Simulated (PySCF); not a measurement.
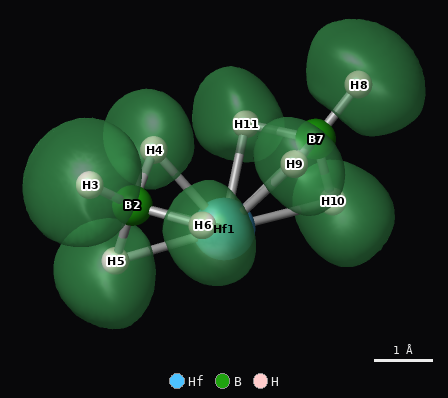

Figure. B2H8Hf (charge +2). Isosurface of the electron localisation function at 0.85 (green), seen at a tilt. Only the valence region is drawn (cores and ρ < 0.01 e/Å³ removed).

Core potentials replace the inner electrons of Hf.

Level of theory: RKS PBE0, Hf def2-SVP with ECP60, B def2-SVP, H def2-SVP; non-relativistic Hamiltonian with scalar-relativistic core potentials where named; density fitting in PySCF 2.14.0.

```xyz
11

Hf    0.0000    0.0000   -0.3599
B     1.8757   -0.0178    0.8305
H     2.7753    0.0122    1.6167
H     0.8983   -0.8411    1.1498
H     2.0614   -0.2688   -0.4050
H     1.1518    1.0802    0.7780
B    -1.8757    0.0178    0.8305
H    -2.7753   -0.0122    1.6167
H    -0.8983    0.8411    1.1498
H    -2.0614    0.2688   -0.4050
H    -1.1518   -1.0802    0.7780
```

> Where are the electrons localised?

At this value the surface marks out eight regions around hydrogen nuclei. Along the contacts the grid gives the following. Hf–B (2.22 Å): the ELF is about 0.15 at the midpoint. B–H (1.20 Å): the ELF climbs to about 1 towards the hydrogen, as it does in any bond to H; a covalent bond by its length.
